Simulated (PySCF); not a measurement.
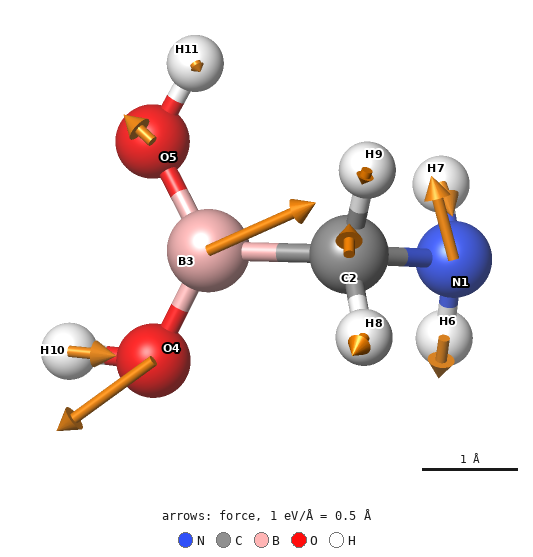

Starting geometry of CH6BNO2 with the computed forces as orange arrows. Style: ball-and-stick. Shown face on.

The start comes from GFN2-xTB. Its atoms were then displaced at random by about 0.01 Å.

Level of theory: PBE0-D3(BJ)/def2-SVP geometry optimisation, gas phase in PySCF 2.14.0, density-fitted response routines. 

### What follows when this structure is relaxed?

It isn't relaxed: the largest force vector, on B atoms, is 2.67 eV/Å. The final displacements have little in common with the starting forces (cosine between the two patterns −0.03). The largest move after the best rigid fit is that of H11, 1.60 Å. By element the largest moves are H 1.60 Å, O 1.06 Å, C 0.44 Å, N 0.37 Å, B 0.18 Å. Some distances before and after: C2–B3 1.626 → 1.585 Å, B3–O4 1.318 → 1.359 Å, N1–C2 1.489 → 1.460 Å, O4–H10 0.987 → 0.964 Å. Among the angles between lasting bonds that change: N1–C2–H8 104.5° → 108.7°, N1–C2–B3 113.4° → 117.5°, B3–O5–H11 117.2° → 113.2°. Groups turn about C2–B3 by about 90°. The energy falls by 22.1 kJ/mol in 23 geometry steps. The run took 76 s on 1 thread of Arm Neoverse V1, on a shared host.
